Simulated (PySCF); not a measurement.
# C5H6F2: one change and its effect

System: C5H6F2.
Method of the first run: GIAO PBE0/STO-3G NMR shielding, non-relativistic, gas phase (PySCF 2.14.0).

The geometry comes from this level: PBE0-D3(BJ)/def2-SVP. Text and figures count atoms from 1; the logs count them from 0 in places.

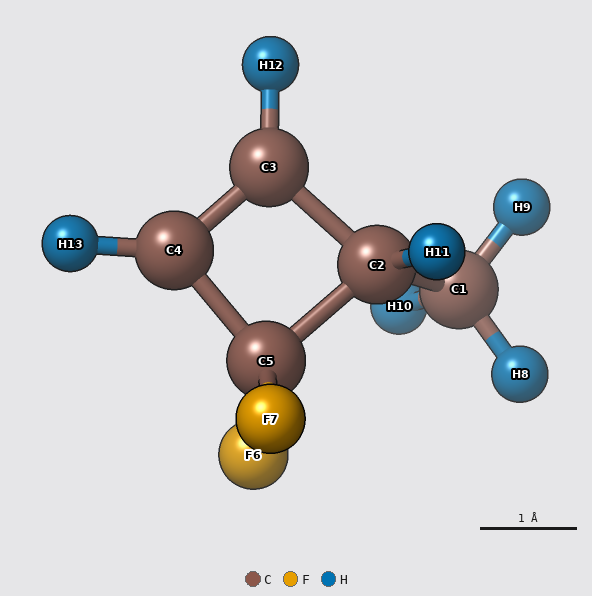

The structure as given in the input (ball-and-stick view, seen at a tilt; atoms are numbered from 1 in the order of the input). Bond lengths as drawn: C–C 1.34 to 1.56 Å, C–F 1.35 Å and C–H 1.09 to 1.10 Å.

**Input, the first run**
```
{"job": {"kind": "nmr", "xc": "PBE0", "basis": "STO-3G", "pop": true}, "charge": 0, "multiplicity": 1}
C     -1.389133    -0.236270     0.836544
C     -0.476708     0.235782    -0.275586
C      0.660540     1.183121     0.072490
C      1.647532     0.359447    -0.307948
C      0.676225    -0.717827    -0.701924
F      0.750934    -1.864563     0.010485
F      0.676086    -1.076376    -2.003146
H     -2.032929    -1.059368     0.492475
H     -2.040890     0.581957     1.178930
H     -0.807908    -0.597023     1.697786
H     -1.056141     0.561113    -1.156822
H      0.653375     2.193875     0.489315
H      2.736767     0.421177    -0.341634
```

The first line tells a small driver script what to run in PySCF; the rest is the geometry in Å.

Launched with:
```bash
OMP_NUM_THREADS=1 python <driver script> task.json out
```

Hardware: 1 CPU thread, shared host.

**Output (the first run)**
```
coarse grid: 11328 points
cycle   1  E = -388.0829527764  dE =  1.151e+00  |g| = 5.636e-01  |ddm| = 4.719e+00
cycle   2  E = -388.0916689796  dE = -8.716e-03  |g| = 5.968e-01  |ddm| = 1.499e+00
cycle   3  E = -388.1921261042  dE = -1.005e-01  |g| = 3.910e-02  |ddm| = 7.452e-01
cycle   4  E = -388.1923746681  dE = -2.486e-04  |g| = 2.918e-02  |ddm| = 8.181e-02
cycle   5  E = -388.1926183258  dE = -2.437e-04  |g| = 7.593e-03  |ddm| = 4.222e-02
cycle   6  E = -388.1926359769  dE = -1.765e-05  |g| = 1.460e-03  |ddm| = 1.096e-02
cycle   7  E = -388.1926366719  dE = -6.950e-07  |g| = 1.522e-04  |ddm| = 2.243e-03
final grid: 111480 points
cycle   8  E = -388.1532894102  dE = -8.347e-06  |g| = 3.791e-03  |ddm| = 1.301e-02
cycle   9  E = -388.1532899508  dE = -5.406e-07  |g| = 3.612e-03  |ddm| = 9.932e-03
cycle  10  E = -388.1532939028  dE = -3.952e-06  |g| = 5.996e-04  |ddm| = 4.990e-03
cycle  11  E = -388.1532940087  dE = -1.059e-07  |g| = 1.081e-04  |ddm| = 8.028e-04
cycle  12  E = -388.1532940121  dE = -3.415e-09  |g| = 2.310e-05  |ddm| = 1.544e-04
cycle  13  E = -388.1532940123  dE = -1.679e-10  |g| = 3.788e-06  |ddm| = 3.590e-05
converged SCF energy = -388.1532940123

GIAO shielding tensors (ppm)
atom      isotropic    diamagn.    paramagn.     s11        s22        s33       span
  0 C      216.122     244.236     -28.115    209.821    210.956    227.588     17.767
  1 C      189.160     247.435     -58.276    177.214    187.057    203.208     25.993
  2 C      109.754     257.578    -147.824     20.957    111.800    196.505    175.548
  3 C      118.109     261.265    -143.157     34.937    125.229    194.159    159.222
  4 C      143.335     255.594    -112.259    122.438    139.027    168.540     46.102
  5 F      410.325     454.933     -44.608    375.638    408.207    447.130     71.492
  6 F      404.788     453.591     -48.803    369.294    405.030    440.040     70.747
  7 H       31.543      29.799       1.744     26.517     28.808     39.305     12.788
  8 H       31.648      29.620       2.028     26.501     28.340     40.104     13.603
  9 H       31.748      30.849       0.899     26.813     30.167     38.263     11.450
 10 H       30.441      31.545      -1.104     25.698     29.248     36.378     10.679
 11 H       26.806      30.739      -3.933     25.073     26.576     28.769      3.696
 12 H       26.821      30.635      -3.815     25.124     25.750     29.588      4.463
```

For the second run the input was changed thus:
```diff
-"basis": "STO-3G"
+"basis": "6-31G"
```

How does the second run compare with the first run?

The total energy of the second run is 3199.7 kcal/mol lower, which measures the change of basis and not a stability. The HOMO goes from −5.08 to −8.01 eV. The LUMO goes from 2.95 to −0.23 eV. The dipole moment goes from 1.16 to 2.70 D. Of all shieldings, the largest change is that of F7, by −97.2 ppm. The number of SCF iterations is the same. The basis functions go from 41 to 75.

**Output (the second run)**
```
coarse grid: 11328 points
cycle   1  E = -393.1778298575  dE =  1.136e+00  |g| = 7.129e-01  |ddm| = 3.455e+00
cycle   2  E = -393.1032835209  dE =  7.455e-02  |g| = 1.003e+00  |ddm| = 1.493e+00
cycle   3  E = -393.2810551170  dE = -1.778e-01  |g| = 6.205e-02  |ddm| = 8.332e-01
cycle   4  E = -393.2819811240  dE = -9.260e-04  |g| = 2.154e-02  |ddm| = 9.206e-02
cycle   5  E = -393.2820836674  dE = -1.025e-04  |g| = 5.622e-03  |ddm| = 2.560e-02
cycle   6  E = -393.2820910813  dE = -7.414e-06  |g| = 1.572e-03  |ddm| = 6.433e-03
final grid: 111480 points
cycle   7  E = -393.2523281553  dE = -1.704e-05  |g| = 7.801e-03  |ddm| = 2.096e-02
cycle   8  E = -393.2523185004  dE =  9.655e-06  |g| = 1.066e-02  |ddm| = 1.769e-02
cycle   9  E = -393.2523423115  dE = -2.381e-05  |g| = 1.011e-03  |ddm| = 1.002e-02
cycle  10  E = -393.2523425452  dE = -2.336e-07  |g| = 2.401e-04  |ddm| = 1.075e-03
cycle  11  E = -393.2523425590  dE = -1.384e-08  |g| = 8.979e-05  |ddm| = 3.413e-04
cycle  12  E = -393.2523425608  dE = -1.835e-09  |g| = 1.593e-05  |ddm| = 9.428e-05
cycle  13  E = -393.2523425609  dE = -6.617e-11  |g| = 3.183e-06  |ddm| = 2.125e-05
converged SCF energy = -393.2523425609

GIAO shielding tensors (ppm)
atom      isotropic    diamagn.    paramagn.     s11        s22        s33       span
  0 C      184.380     245.733     -61.352    176.623    179.317    197.201     20.579
  1 C      147.090     247.170    -100.080    133.855    141.686    165.730     31.874
  2 C       52.212     259.067    -206.856    -57.872     44.712    169.794    227.666
  3 C       66.482     261.844    -195.363    -30.637     78.045    152.037    182.675
  4 C       80.243     244.941    -164.697     68.728     71.708    100.294     31.566
  5 F      323.012     474.913    -151.901    232.998    354.960    381.078    148.081
  6 F      307.599     472.596    -164.997    220.671    343.186    358.940    138.269
  7 H       31.166      29.175       1.992     26.908     29.079     37.512     10.604
  8 H       31.432      29.210       2.223     27.199     29.024     38.075     10.876
  9 H       31.378      29.268       2.110     27.474     30.440     36.219      8.745
 10 H       29.286      30.481      -1.195     26.041     29.251     32.568      6.527
 11 H       25.640      28.886      -3.246     24.376     25.902     26.642      2.267
 12 H       26.038      28.603      -2.565     24.664     25.736     27.714      3.050
```

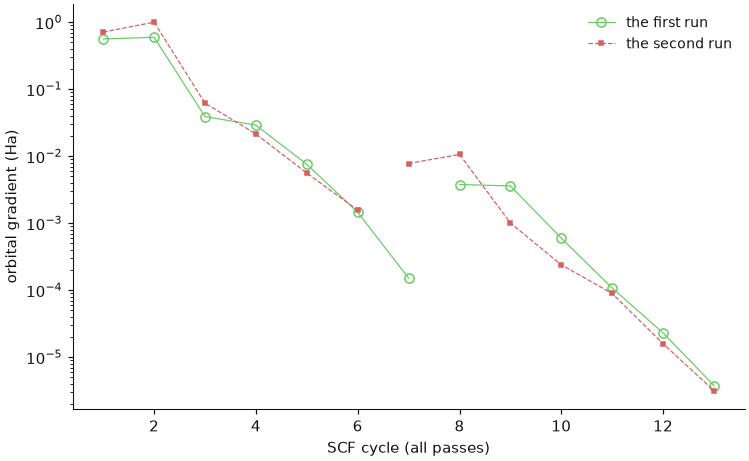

Convergence of the two runs: orbital gradient against the SCF cycle. A break in a curve parts two SCF passes (coarse and final grid). The first run takes 13 cycles in all, and the second run takes 13.

**The two runs side by side**

```tsv
quantity	the first run	the second run
outcome	converged	converged
total energy (hartree)	−388.153294	−393.252343
HOMO (eV)	−5.08	−8.01
LUMO (eV)	2.95	−0.23
dipole moment (D)	1.16	2.70
shielding of C1 (ppm)	216.1	184.4
shielding of C2 (ppm)	189.2	147.1
shielding of C3 (ppm)	109.8	52.2
shielding of C4 (ppm)	118.1	66.5
shielding of C5 (ppm)	143.3	80.2
shielding of F6 (ppm)	410.3	323.0
shielding of F7 (ppm)	404.8	307.6
SCF iterations	13	13
basis functions	41	75
wall time (shared host)	3.2 s	6.3 s
```
